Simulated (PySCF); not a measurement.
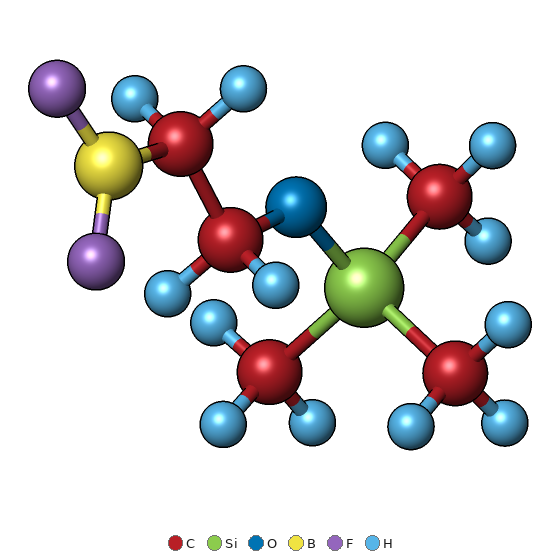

Structure of C₅H₁₃BF₂OSi, SMILES C[Si](C)(C)OCCB(F)F.

Vertical TDDFT excitations, ωB97X-D/def2-SVPD in PySCF, at a PBE0-D3(BJ)/def2-SVP geometry (no frequency check), gas phase.

Question: Predict the low-lying singlet excitations and the spectrum.

Answer: The lowest singlet lies at 7.59 eV (163 nm, f = 0.009); the brightest of the first 10 is S9 at 8.71 eV (142 nm), f = 0.098, mixed, the largest part being HOMO−3 → LUMO (36 %). No singlet lies below 3.1 eV (beyond 400 nm), so at this level no vertical transition falls in the visible.


| state | E (eV) | λ (nm) | f | main character |
| --- | --- | --- | --- | --- |
| S1 | 7.59 | 163 | 0.009 | HOMO → LUMO (70 %) |
| S2 | 8.15 | 152 | 0.020 | HOMO → LUMO+2 (68 %) |
| S3 | 8.19 | 151 | 0.032 | HOMO−1 → LUMO (49 %) |
| S4 | 8.29 | 150 | 0.042 | HOMO → LUMO+1 (43 %) |
| S5 | 8.45 | 147 | 0.005 | HOMO−3 → LUMO+2 (39 %) |
| S6 | 8.53 | 145 | 0.001 | HOMO → LUMO+3 (38 %) |
| S7 | 8.64 | 144 | 0.018 | HOMO → LUMO+3 (29 %) |
| S8 | 8.65 | 143 | 0.010 | HOMO → LUMO+4 (52 %) |
| S9 | 8.71 | 142 | 0.098 | HOMO−3 → LUMO (36 %) |
| S10 | 8.99 | 138 | 0.014 | HOMO−4 → LUMO+2 (68 %) |

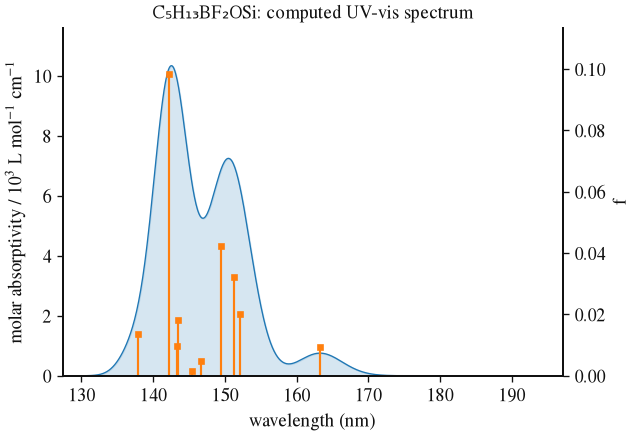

Only the first 10 singlet excitations are included; each is broadened by a Gaussian of 1/e half-width 0.20 eV. Sticks give oscillator strengths (right axis).

Known limits of this run: one conformer of a flexible molecule; core orbitals are frozen in the response.
